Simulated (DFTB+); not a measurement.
# Run report: C3H5P, frequency calculation (part 4 of 4)

The same run, continued: C3H5P, SMILES C=CC=P; DFTB2, R-SCC (DFTB+ 25.1). The geometry was optimised with DFTB2.

Geometry of the input (Å):
```
C  1.4400  0.6132  -0.1868
C  0.1212  0.4221  0.0112
C  -0.4869  -0.8893  0.0141
P  -2.1330  -1.2210  0.2537
H  2.1183  -0.2284  -0.3566
H  1.8763  1.6155  -0.1844
H  -0.5364  1.2900  0.1796
H  0.2110  -1.7244  -0.1580
H  -2.6111  0.1221  0.4271
```

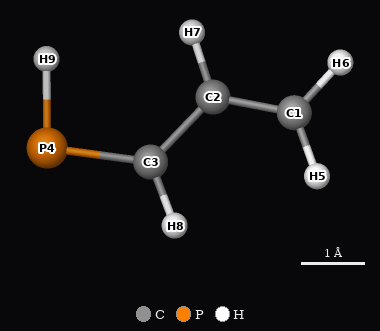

**Figure 1.** The structure as given in the input (ball-and-stick view, seen at a tilt; atoms are numbered from 1 in the order of the input).

**Output, continued**
```
Total Energy:                       -8.7737784747 H         -238.7467 eV
Extrapolated to 0K:                 -8.7737784747 H         -238.7467 eV
Total Mermin free energy:           -8.7737784747 H         -238.7467 eV
Force related energy:               -8.7737784747 H         -238.7467 eV

--------------------------------------------------------------------------------

***  Geometry step: 50

 iSCC Total electronic   Diff electronic      SCC error
    1   -0.89463152E+01    0.00000000E+00    0.14290509E-03
    2   -0.89463152E+01   -0.23717888E-04    0.82642913E-04
    3   -0.89463152E+01   -0.46283866E-09    0.12650420E-04
    4   -0.89463152E+01   -0.28222225E-09    0.27138918E-05
    5   -0.89463152E+01   -0.10496493E-10    0.55523199E-06
    6   -0.89463152E+01   -0.82778229E-12    0.47761309E-07
    7   -0.89463152E+01   -0.10658141E-13    0.83641277E-08
    8   -0.89463152E+01   -0.17763568E-14    0.49588911E-08
    9   -0.89463152E+01    0.00000000E+00    0.20042201E-09

Total Energy:                       -8.7737784226 H         -238.7467 eV
Extrapolated to 0K:                 -8.7737784226 H         -238.7467 eV
Total Mermin free energy:           -8.7737784226 H         -238.7467 eV
Force related energy:               -8.7737784226 H         -238.7467 eV

--------------------------------------------------------------------------------

***  Geometry step: 51

 iSCC Total electronic   Diff electronic      SCC error
    1   -0.89462417E+01    0.00000000E+00    0.34390252E-03
    2   -0.89462417E+01    0.73573652E-04    0.22761734E-03
    3   -0.89462417E+01   -0.33302641E-08    0.14800181E-04
    4   -0.89462417E+01   -0.23700988E-08    0.57086222E-05
    5   -0.89462417E+01   -0.21405100E-10    0.18364555E-05
    6   -0.89462417E+01   -0.33750780E-11    0.57303953E-06
    7   -0.89462417E+01   -0.11901591E-12    0.25535130E-07
    8   -0.89462417E+01   -0.88817842E-14    0.15972601E-07
    9   -0.89462417E+01   -0.35527137E-14    0.37724857E-09

Total Energy:                       -8.7737784119 H         -238.7467 eV
Extrapolated to 0K:                 -8.7737784119 H         -238.7467 eV
Total Mermin free energy:           -8.7737784119 H         -238.7467 eV
Force related energy:               -8.7737784119 H         -238.7467 eV

--------------------------------------------------------------------------------

***  Geometry step: 52

 iSCC Total electronic   Diff electronic      SCC error
    1   -0.89462832E+01    0.00000000E+00    0.19232764E-03
    2   -0.89462832E+01   -0.41515364E-04    0.12731018E-03
    3   -0.89462832E+01   -0.10460823E-08    0.96603088E-05
    4   -0.89462832E+01   -0.74466833E-09    0.23696591E-05
    5   -0.89462832E+01   -0.76560980E-11    0.98129401E-06
    6   -0.89462832E+01   -0.36415315E-12    0.33647519E-06
    7   -0.89462832E+01   -0.35527137E-13    0.12865566E-07
    8   -0.89462832E+01   -0.17763568E-14    0.90761380E-08
    9   -0.89462832E+01   -0.35527137E-14    0.23575797E-09

Total Energy:                       -8.7737784951 H         -238.7467 eV
Extrapolated to 0K:                 -8.7737784951 H         -238.7467 eV
Total Mermin free energy:           -8.7737784951 H         -238.7467 eV
Force related energy:               -8.7737784951 H         -238.7467 eV

--------------------------------------------------------------------------------

***  Geometry step: 53

 iSCC Total electronic   Diff electronic      SCC error
    1   -0.89462737E+01    0.00000000E+00    0.40977281E-04
    2   -0.89462737E+01    0.94892740E-05    0.27091724E-04
    3   -0.89462737E+01   -0.56015637E-10    0.44614369E-05
    4   -0.89462737E+01   -0.35804248E-10    0.91730880E-06
    5   -0.89462737E+01   -0.88107299E-12    0.25048669E-06
    6   -0.89462737E+01   -0.83488771E-13    0.85376054E-07
    7   -0.89462737E+01   -0.17763568E-14    0.34206591E-08
    8   -0.89462737E+01    0.35527137E-14    0.14977750E-08
    9   -0.89462737E+01   -0.53290705E-14    0.81068041E-10

Total Energy:                       -8.7737785007 H         -238.7467 eV
Extrapolated to 0K:                 -8.7737785007 H         -238.7467 eV
Total Mermin free energy:           -8.7737785007 H         -238.7467 eV
Force related energy:               -8.7737785007 H         -238.7467 eV

Second derivatives completed
Hessian matrix written to hessian.out
Born charges matrix written to born.out

--------------------------------------------------------------------------------
--------------------------------------------------------------------------------
SCC                                    +       0.40 ( 91.0%)       0.41 ( 89.9%)
Post-SCC processing                    +       0.03 (  6.7%)       0.03 (  7.5%)
--------------------------------------------------------------------------------
Missing                                +       0.01 (  2.3%)       0.01 (  2.6%)
Total                                  =       0.44 (100.0%)       0.46 (100.0%)
--------------------------------------------------------------------------------
```

**File modes.log**
```
|  DFTB+ (MODES 0.03)

Interpreting input file 'modes_in.hsd'
--------------------------------------------------------------------------------
--------------------------------------------------------------------------------

Starting main program

 Vibrational modes
      freq.
Mode  cm-1
    1   -0.00
    2   -0.00
    3   -0.00
    4    0.00
    5    0.00
    6    0.00
    7  130.36
    8  260.48
    9  440.29
   10  441.73
   11  662.24
   12  811.66
   13  813.06
   14  837.95
   15  928.76
   16  983.66
   17 1049.76
   18 1239.03
   19 1290.01
   20 1324.47
   21 1462.56
   22 1777.79
   23 2315.89
   24 2966.29
   25 3001.12
   26 3020.26
   27 3145.94
```

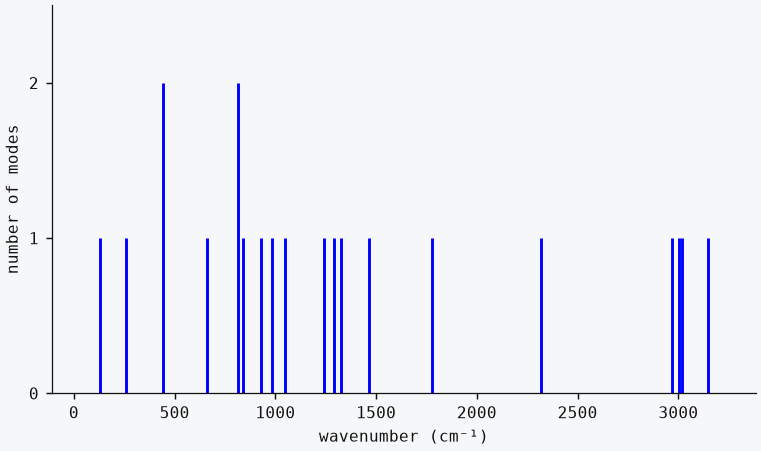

**Figure 2.** Harmonic vibrational wavenumbers from the force constants; neighbouring modes closer than 14 cm⁻¹ are counted in one stick. 21 modes from 130 to 3146 cm⁻¹, none imaginary.

**Summary**

- outcome: converged
- total energy: −8.773778 hartree
- zero-point energy: 0.065847 hartree
- wavenumbers, lowest and highest: 130 and 3146 cm⁻¹
- wall time: 0.53 s
- peak memory: 0.072 GiB
